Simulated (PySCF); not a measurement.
# What a change does: NMR shielding calculation on C₇H₁₈AlP

System: C₇H₁₈AlP.
Method of run A: GIAO PBE0/pcSseg-1 NMR shielding, non-relativistic, IEF-PCM methanol (PySCF 2.14.0).

The geometry comes from this level: PBE0-D3(BJ)/def2-SVP. Text and figures count atoms from 1; the logs count them from 0 in places.

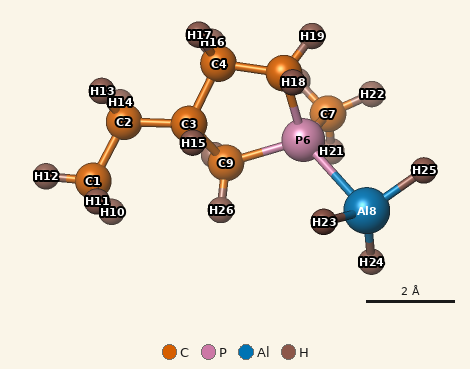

Figure 1. The structure as given in the input (ball-and-stick view, seen at a tilt; atoms are numbered from 1 in the order of the input). Sticks mark near contacts.

## Input file, run A
```
{"job": {"kind": "nmr", "xc": "PBE0", "basis": "pcSseg-1", "solvent": "methanol", "pop": false}, "charge": 0, "multiplicity": 1}
C      3.264455     0.719169    -0.630966
C      2.475636    -0.546359    -0.335400
C      1.121960    -0.303824     0.321710
C      0.374564    -1.593252     0.672879
C     -1.006492    -1.199665     1.190276
P     -1.533367     0.229233     0.138980
C     -2.473253    -0.510081    -1.243518
Al    -2.578551     2.100049     1.328031
C      0.163198     0.536633    -0.537653
H      2.746393     1.364279    -1.357267
H      3.424882     1.312115     0.283647
H      4.253638     0.482743    -1.050587
H      3.068377    -1.204688     0.322643
H      2.317923    -1.117839    -1.268691
H      1.287847     0.249262     1.265735
H      0.280370    -2.218083    -0.233694
H      0.930120    -2.192200     1.412064
H     -0.956242    -0.842914     2.231011
H     -1.752042    -2.007466     1.153959
H     -1.939347    -1.364378    -1.685882
H     -2.637119     0.257157    -2.014335
H     -3.455544    -0.839486    -0.874948
H     -1.337215     2.410919     2.308263
H     -2.838344     3.121411     0.112725
H     -3.857158     1.355211     1.960305
H      0.397069     1.610273    -0.519569
H      0.190304     0.203480    -1.589301
```

The first line tells a small driver script what to run in PySCF; the rest is the geometry in Å.

Command:
```bash
OMP_NUM_THREADS=1 python <driver script> task.json out
```

Hardware: 1 CPU thread, shared host.

## Output (run A)
```
coarse grid: 22016 points
cycle   1  E = -860.6320580305  dE =  5.400e-01  |g| = 4.465e-01  |ddm| = 4.446e+00
cycle   2  E = -860.6290074692  dE =  3.051e-03  |g| = 4.745e-01  |ddm| = 8.003e-01
cycle   3  E = -860.6868112416  dE = -5.780e-02  |g| = 4.147e-02  |ddm| = 4.300e-01
cycle   4  E = -860.6872123486  dE = -4.011e-04  |g| = 1.916e-02  |ddm| = 6.676e-02
cycle   5  E = -860.6873001493  dE = -8.780e-05  |g| = 5.428e-03  |ddm| = 2.281e-02
cycle   6  E = -860.6873077526  dE = -7.603e-06  |g| = 8.070e-04  |ddm| = 6.067e-03
final grid: 198968 points
cycle   7  E = -860.7433834166  dE = -5.810e-05  |g| = 9.971e-03  |ddm| = 4.531e-02
cycle   8  E = -860.7433730459  dE =  1.037e-05  |g| = 1.191e-02  |ddm| = 1.860e-02
cycle   9  E = -860.7434096618  dE = -3.662e-05  |g| = 5.390e-04  |ddm| = 1.018e-02
cycle  10  E = -860.7434097193  dE = -5.755e-08  |g| = 2.440e-04  |ddm| = 7.810e-04
cycle  11  E = -860.7434097338  dE = -1.444e-08  |g| = 5.208e-05  |ddm| = 2.433e-04
cycle  12  E = -860.7434097344  dE = -6.708e-10  |g| = 9.527e-06  |ddm| = 6.905e-05
converged SCF energy = -860.7434097344

GIAO shielding tensors (ppm)
atom      isotropic    diamagn.    paramagn.     s11        s22        s33       span
  0 C      170.086     245.966     -75.880    158.854    165.657    185.747     26.893
  1 C      153.769     246.057     -92.288    139.588    149.840    171.880     32.292
  2 C      137.504     252.030    -114.526    108.870    135.783    167.860     58.990
  3 C      148.304     251.025    -102.721    118.563    152.560    173.787     55.224
  4 C      157.849     256.032     -98.183    135.495    164.255    173.798     38.303
  5 P      341.505     970.377    -628.872    265.473    351.607    407.435    141.962
  6 C      173.071     253.702     -80.632    160.178    171.383    187.651     27.473
  7 Al     460.711     794.845    -334.134    443.849    467.470    470.814     26.965
  8 C      151.936     256.775    -104.838    126.556    155.699    173.553     46.997
  9 H       30.176      30.175       0.001     25.038     30.464     35.025      9.986
 10 H       30.410      29.269       1.141     26.094     28.529     36.606     10.512
 11 H       30.086      26.132       3.954     25.167     26.923     38.167     13.001
 12 H       29.514      30.472      -0.958     23.419     29.369     35.753     12.334
 13 H       30.188      31.667      -1.478     25.531     30.256     34.778      9.247
 14 H       29.767      35.672      -5.905     26.330     28.769     34.202      7.871
 15 H       29.847      33.570      -3.724     25.536     29.012     34.992      9.456
 16 H       29.301      32.016      -2.715     23.624     27.785     36.494     12.869
 17 H       29.367      32.871      -3.504     24.007     27.705     36.388     12.381
 18 H       29.475      31.918      -2.443     24.639     26.980     36.807     12.168
 19 H       29.734      32.025      -2.291     24.207     29.144     35.852     11.645
 20 H       29.920      30.137      -0.217     25.237     27.060     37.463     12.227
 21 H       29.949      29.035       0.914     24.911     26.754     38.181     13.270
 22 H       28.081      30.411      -2.330     24.558     27.969     31.715      7.157
 23 H       27.980      29.620      -1.640     24.880     26.714     32.345      7.464
 24 H       28.006      29.449      -1.442     24.783     26.741     32.495      7.712
 25 H       28.988      34.762      -5.775     23.075     29.595     34.292     11.217
 26 H       30.229      35.306      -5.076     24.695     30.694     35.299     10.603
```

For run B the input was changed thus:
```diff
-"solvent": "methanol"
-"pop": false
+"solvent": "chloroform"
+"pop": true
```

What does this change do to the results?

The total energy of run B is 2.3 kcal/mol higher: the change of the electrostatic solvation energy at this fixed geometry, without cavity or dispersion terms. The LUMO goes from 0.55 to 0.63 eV. The dipole moment goes from 8.05 to 7.59 D. Of all shieldings, the largest change is that of Al8, by −0.3 ppm. The number of SCF iterations is the same.

## Output (run B)
```
coarse grid: 22016 points
cycle   1  E = -860.6281217301  dE =  5.436e-01  |g| = 4.471e-01  |ddm| = 4.446e+00
cycle   2  E = -860.6250609984  dE =  3.061e-03  |g| = 4.756e-01  |ddm| = 7.997e-01
cycle   3  E = -860.6829930636  dE = -5.793e-02  |g| = 4.454e-02  |ddm| = 4.354e-01
cycle   4  E = -860.6834634298  dE = -4.704e-04  |g| = 1.999e-02  |ddm| = 7.323e-02
cycle   5  E = -860.6835590843  dE = -9.565e-05  |g| = 5.707e-03  |ddm| = 2.426e-02
cycle   6  E = -860.6835674304  dE = -8.346e-06  |g| = 9.339e-04  |ddm| = 6.487e-03
final grid: 198968 points
cycle   7  E = -860.7396543398  dE = -5.813e-05  |g| = 9.993e-03  |ddm| = 4.555e-02
cycle   8  E = -860.7396433687  dE =  1.097e-05  |g| = 1.202e-02  |ddm| = 1.874e-02
cycle   9  E = -860.7396806412  dE = -3.727e-05  |g| = 5.655e-04  |ddm| = 1.041e-02
cycle  10  E = -860.7396807067  dE = -6.549e-08  |g| = 2.490e-04  |ddm| = 8.495e-04
cycle  11  E = -860.7396807217  dE = -1.500e-08  |g| = 5.414e-05  |ddm| = 2.513e-04
cycle  12  E = -860.7396807224  dE = -7.371e-10  |g| = 1.040e-05  |ddm| = 7.304e-05
converged SCF energy = -860.7396807224

GIAO shielding tensors (ppm)
atom      isotropic    diamagn.    paramagn.     s11        s22        s33       span
  0 C      169.941     245.853     -75.913    158.775    165.517    185.531     26.756
  1 C      153.469     246.105     -92.636    139.147    149.712    171.548     32.401
  2 C      137.640     252.057    -114.417    108.906    136.115    167.899     58.994
  3 C      148.105     251.046    -102.941    118.494    152.150    173.671     55.177
  4 C      157.804     256.000     -98.196    135.844    164.119    173.449     37.605
  5 P      341.540     970.319    -628.779    265.410    351.218    407.992    142.582
  6 C      172.857     253.870     -81.013    159.853    171.192    187.525     27.672
  7 Al     460.388     794.775    -334.386    443.782    466.936    470.448     26.666
  8 C      151.759     256.777    -105.019    126.641    155.424    173.212     46.571
  9 H       30.190      30.148       0.042     25.054     30.474     35.041      9.987
 10 H       30.380      29.205       1.175     26.056     28.492     36.594     10.538
 11 H       30.077      26.117       3.960     25.161     26.912     38.157     12.995
 12 H       29.514      30.477      -0.963     23.435     29.361     35.747     12.311
 13 H       30.248      31.722      -1.474     25.604     30.328     34.811      9.207
 14 H       29.748      35.653      -5.905     26.304     28.749     34.190      7.886
 15 H       29.945      33.668      -3.723     25.646     29.137     35.051      9.405
 16 H       29.311      32.052      -2.741     23.653     27.793     36.489     12.836
 17 H       29.351      32.864      -3.514     24.009     27.666     36.377     12.369
 18 H       29.561      32.030      -2.469     24.759     27.067     36.857     12.098
 19 H       29.868      32.182      -2.314     24.378     29.283     35.942     11.564
 20 H       29.932      30.207      -0.274     25.275     27.069     37.453     12.179
 21 H       29.960      29.133       0.826     24.942     26.759     38.177     13.235
 22 H       27.979      30.177      -2.198     24.421     27.879     31.637      7.217
 23 H       27.872      29.388      -1.516     24.736     26.612     32.269      7.532
 24 H       27.899      29.226      -1.327     24.640     26.637     32.420      7.780
 25 H       28.971      34.752      -5.781     23.077     29.553     34.283     11.206
 26 H       30.368      35.423      -5.055     24.875     30.850     35.380     10.505
```

## The two runs side by side

| quantity | run A | run B |
| --- | --- | --- |
| outcome | converged | converged |
| total energy (hartree) | −860.743410 | −860.739681 |
| HOMO (eV) | −7.64 | −7.64 |
| LUMO (eV) | 0.55 | 0.63 |
| dipole moment (D) | 8.05 | 7.59 |
| shielding of C1 (ppm) | 170.1 | 169.9 |
| shielding of C2 (ppm) | 153.8 | 153.5 |
| shielding of C4 (ppm) | 148.3 | 148.1 |
| shielding of C7 (ppm) | 173.1 | 172.9 |
| shielding of Al8 (ppm) | 460.7 | 460.4 |
| shielding of C9 (ppm) | 151.9 | 151.8 |
| shielding of H27 (ppm) | 30.2 | 30.4 |
| SCF iterations | 12 | 12 |
| basis functions | 257 | 257 |
| wall time (shared host) | 68 s | 72 s |
